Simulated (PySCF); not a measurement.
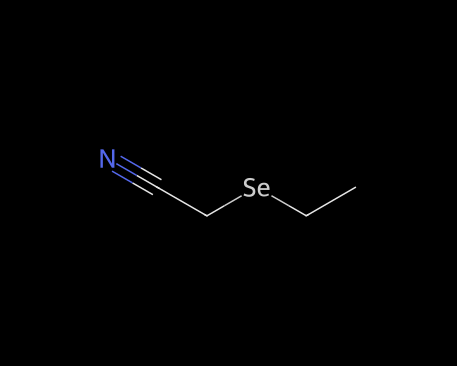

Structural formula above. The geometry was computed by an optimisation with PBE0-D3(BJ)/def2-SVP. No frequency run is at hand to confirm it as a minimum.

Describe the 3D structure.

The molecule is C4H7NSe. SMILES: `CC[Se]CC#N`. It has no ring. Among its groups: nitrile. This geometry has C1 symmetry. Coordination: 3 C tetrahedral; 1 Se bent; 1 C linear.

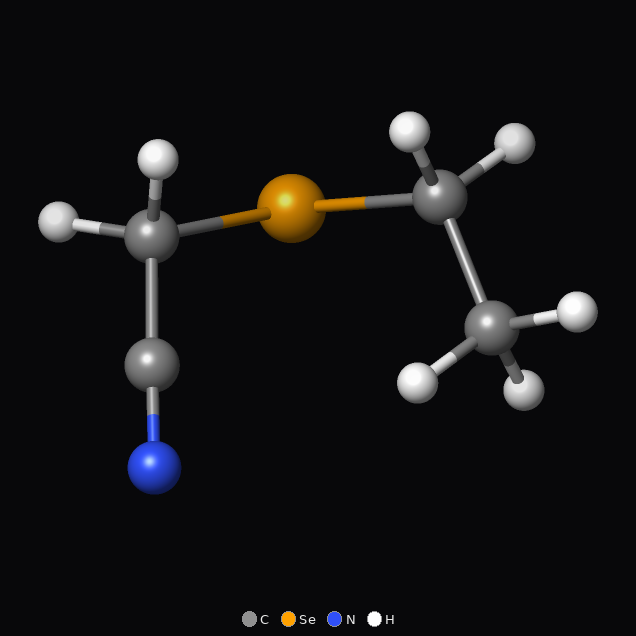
